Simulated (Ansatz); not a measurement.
GeHOP (SMILES [O]1[PH]#[Ge]1)

Input file:

```
crystal:
  periodic: [false, false, false]
  atoms:
    - {symbol: Ge, position_ang: [1.009236, 0.034143, -0.865483]}
    - {symbol: O, position_ang: [0.219112, 1.380428, 0.031614]}
    - {symbol: P, position_ang: [-1.183728, 0.800811, -0.846172]}
    - {symbol: H, position_ang: [-1.638190, -0.187180, 0.104361]}
basis:
  gaussian: {orbitals: def2-TZVPD}
hamiltonian: {xc: pbe0}
output: {forces: true, orbitals: {seedname: orbitals}}
```

Command:

```sh
ansatz run input.yaml --threads 1 --pin off --max-ram 2610MiB --events-out events.jsonl --progress --plain --runs-dir runs
```

Geometry: PBE0-D3(BJ)/def2-SVP.

All numbers below come from Ansatz 0.2.0, isolated molecule in a Gaussian basis; Kohn-Sham density functional theory, functional PBE0.

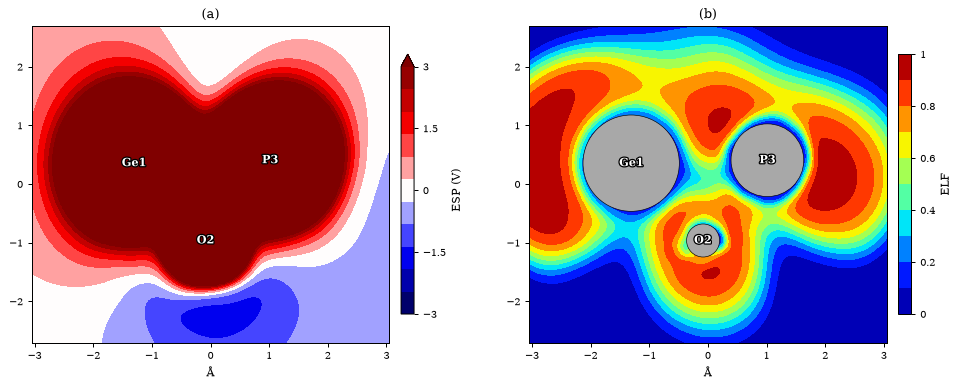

Figure 1. (a) electrostatic potential; (b) ELF on the plane of atoms O2, Ge1 and P3. Grey discs cover the atomic cores in the ELF map.

What do the fields say about this system?

Answer.
- The section cuts through Ge, O and P sites.
- P–O (1.75 Å): the ELF peaks at about 0.80 between the atoms (a polar covalent bond).
- Ge–O (1.80 Å): the ELF peaks at about 0.80 in the valence shell of O, 0.6 Å from its nucleus, and is about 0.30 at the midpoint.
- Ge–P (2.32 Å): the ELF peaks at about 0.60 in the valence shell of P, 1.0 Å from its nucleus, and is about 0.55 at the midpoint.
- The ELF also peaks beside O2 and P3, away from the bonds: lone-pair regions.
- Outside the dense part of the molecule the potential is most negative (−1.6 V) near O2.

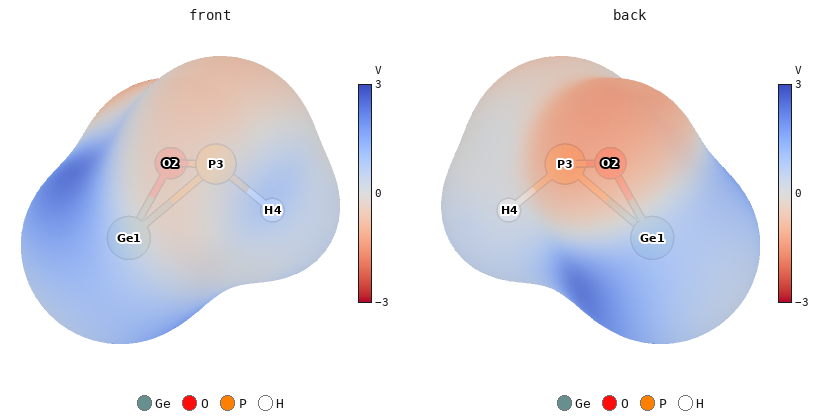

Figure 2. The molecular electrostatic potential painted on the density surface at 0.002 e/bohr³, seen from the front and from behind; the colour scale runs from red (negative) to blue (positive).

Which sites attract a positive test charge, and which a negative one?

Answer. A positive charge is drawn to the negative regions and a negative charge to the positive ones. The most negative region (about −1.4 V) lies over O2, the most positive (about +2.3 V) over Ge1. O2 is the likeliest acceptor of a hydrogen bond.

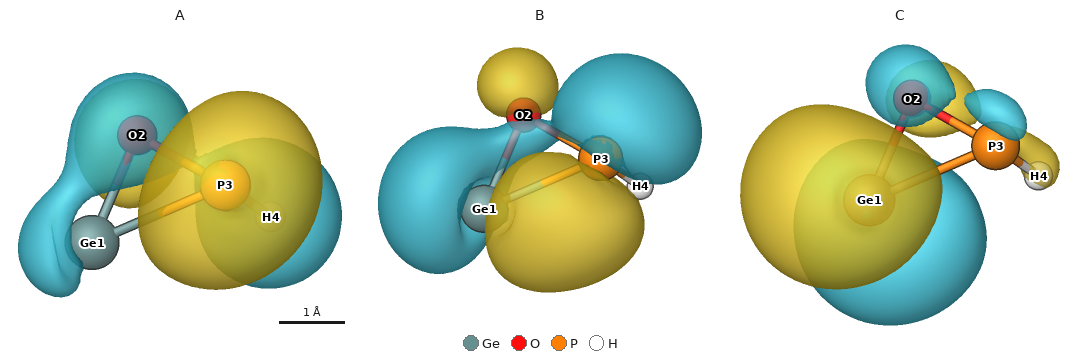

Figure 3. Three frontier orbitals at ±0.08 Å⁻³ᐟ² (yellow and cyan are the two phases), in no order.

Which picture is the HOMO−1, the HOMO and the LUMO?

Answer. A is the HOMO−1 (−7.72 eV). Its weight (Hirshfeld) is mainly on P3 (about 50 %), O2 (about 25 %), H4 (about 15 %) and Ge1 (about 10 %). B is the HOMO (−6.55 eV). Its weight (Hirshfeld) is mainly on P3 (about 50 %), Ge1 (about 35 %) and O2 (about 10 %). C is the LUMO (−2.72 eV). By Hirshfeld shares it lies mainly on Ge1 (about 85 %) and O2 (about 10 %).

What is the HOMO–LUMO gap?

Answer. 3.83 eV between the orbital energies.
